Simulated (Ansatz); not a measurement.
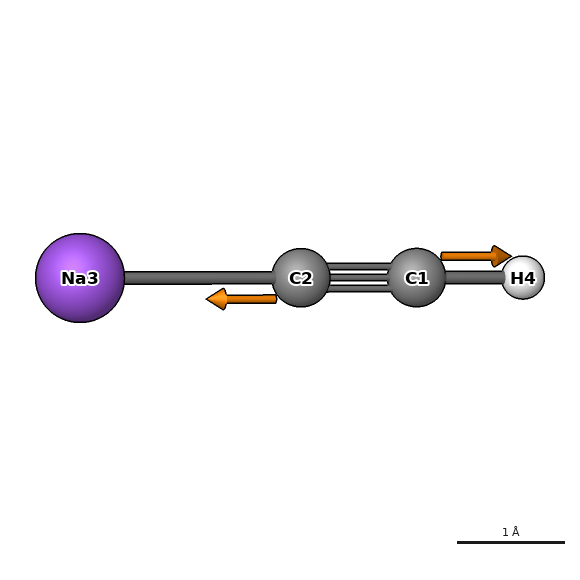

Arrows show the forces on the atoms, 0.1 Å of arrow for 1 eV/Å; forces under a tenth of the largest aren't drawn. Level of theory: PBE0-D4/def2-TZVP (Ansatz 0.2.0).

Which bond do the forces act along most?

Answer. C1–C2, now 1.160 Å: the forces push its atoms apart, so a first step downhill lengthens it.

List the force components in the frame of the picture (x right, y up, z towards the viewer), in eV/Å.

```json
{"atom": "C1", "Fx": "6.66", "Fy": "0.01", "Fz": "−2.46"}
{"atom": "C2", "Fx": "−6.66", "Fy": "−0.01", "Fz": "2.46"}
{"atom": "Na3", "Fx": "0.00", "Fy": "0.00", "Fz": "0.00"}
{"atom": "H4", "Fx": "0.00", "Fy": "0.00", "Fz": "0.00"}
```
